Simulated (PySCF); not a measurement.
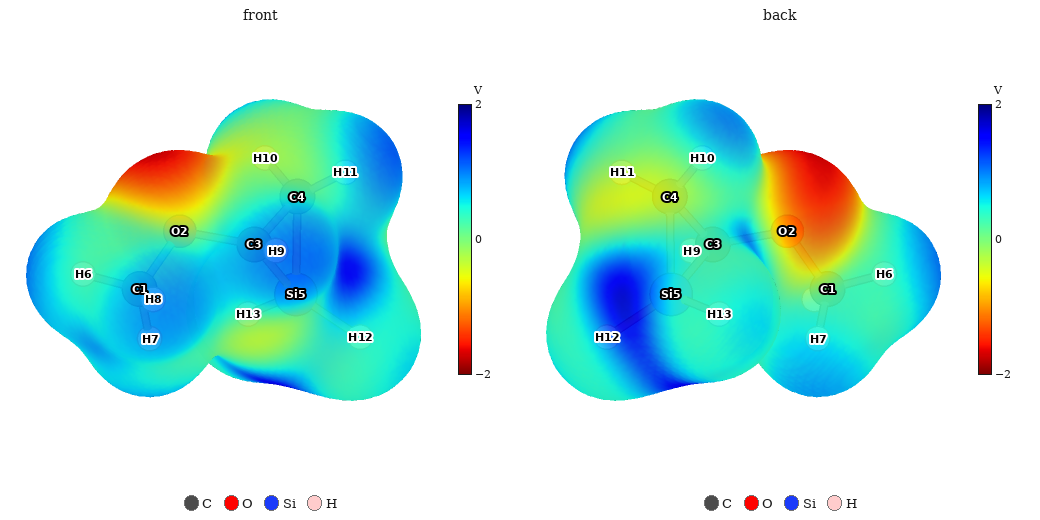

Figure. C3H8OSi. The electrostatic potential painted on the density surface at 0.004 e/bohr³, seen from the front and from behind; red is negative and blue positive.

Geometry: GFN2-xTB.

Theory: PySCF, PBE0/def2-SVPD, SCF density, gas phase.

| atom | x (Å) | y (Å) | z (Å) |
| --- | --- | --- | --- |
| C | 1.6697 | -1.0464 | 0.5604 |
| O | 0.7824 | -0.0589 | 1.0077 |
| C | 0.1111 | 0.5858 | -0.0392 |
| C | -1.1674 | 1.3012 | 0.3816 |
| Si | -1.4805 | -0.1908 | -0.7244 |
| H | 2.1092 | -1.5034 | 1.4453 |
| H | 1.1431 | -1.8098 | -0.0291 |
| H | 2.4649 | -0.6157 | -0.0618 |
| H | 0.7902 | 1.1438 | -0.6867 |
| H | -1.3811 | 1.2334 | 1.4385 |
| H | -1.2855 | 2.3088 | 0.0093 |
| H | -1.8127 | 0.0552 | -2.1151 |
| H | -1.9480 | -1.4028 | -0.0828 |

> Describe the electrostatic potential map.

The most negative region (about −1.7 V, or −39 kcal/mol for a unit charge) lies over O2, the most positive (about +1.6 V, or +37 kcal/mol for a unit charge) over Si5. O2 is the likeliest acceptor of a hydrogen bond.

> How polar is the molecule by this calculation?

Its dipole moment is 1.11 D.
